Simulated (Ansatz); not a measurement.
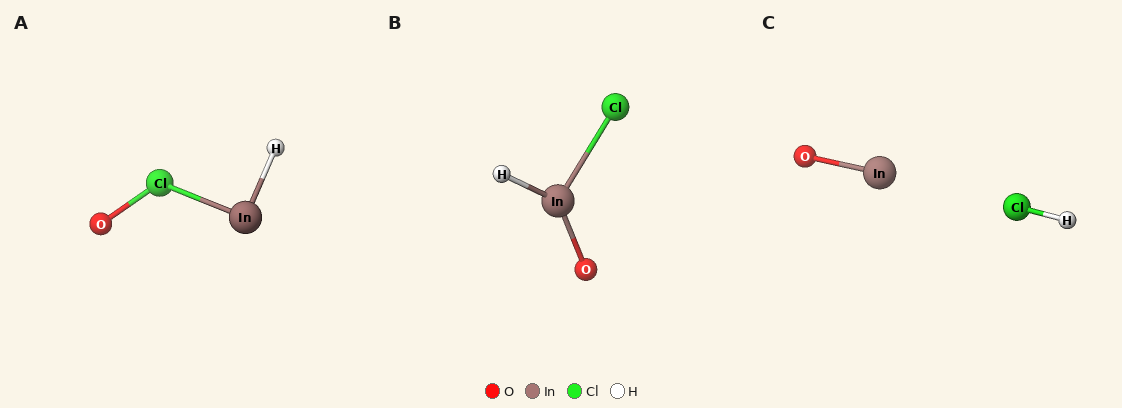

3 stationary structures of one formula. State: charge −1, singlet. Geometries: PBE-D4/def2-SVPD. Electronic energies: PBE-D4/def2-SVPD (Ansatz 0.2.0), without zero-point energy. No frequency run is at hand to confirm each as a minimum.

**Rank them by energy, lowest first.**

B is lowest (Cs); C lies 1.098 eV above it (C∞v), A lies 2.861 eV above it (Cs).
